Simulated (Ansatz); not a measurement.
GaCuSe2 (space group I-42d, No. 122). Coordinates: the input geometry of an electronic-structure calculation (not necessarily at equilibrium).

```cif
data_structure
_symmetry_space_group_name_H-M 'I-42d'
_symmetry_Int_Tables_number 122
_cell_length_a 5.6191
_cell_length_b 5.6191
_cell_length_c 11.0260
_cell_angle_alpha 90.000
_cell_angle_beta 90.000
_cell_angle_gamma 90.000
_cell_volume 348.14
loop_
_atom_site_label
_atom_site_type_symbol
_atom_site_symmetry_multiplicity
_atom_site_Wyckoff_symbol
_atom_site_fract_x
_atom_site_fract_y
_atom_site_fract_z
_atom_site_occupancy
Cu1 Cu 4 a 0.00000 0.00000 0.00000 1
Ga1 Ga 4 b 0.50000 0.50000 0.00000 1
Se1 Se 8 d 0.25062 0.25000 0.12500 1
```

Describe how the polyhedra about Ga are linked (bonds: Ga–Se below 2.7 Å).

Ga: GaSe4 tetrahedron, sharing corners with four neighbours.

They form a three-dimensional framework of corner-sharing tetrahedra.

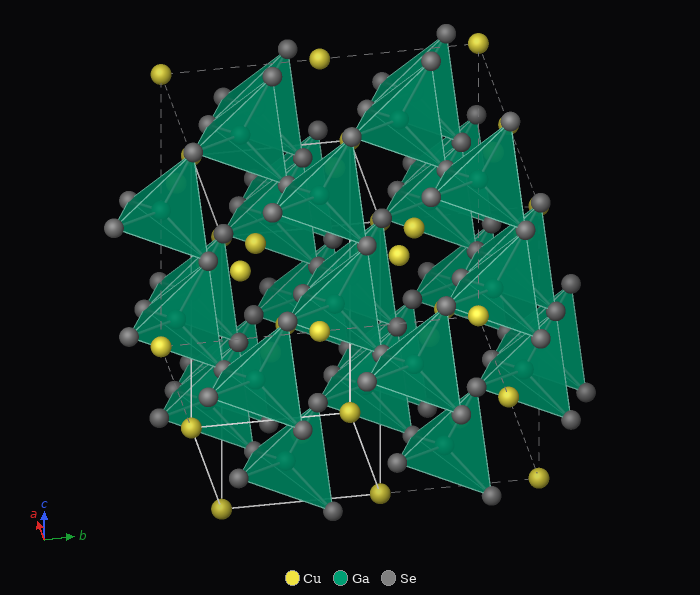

Polyhedra are drawn about Ga (bonds: Ga–Se below 2.7 Å); other atoms are plain spheres.
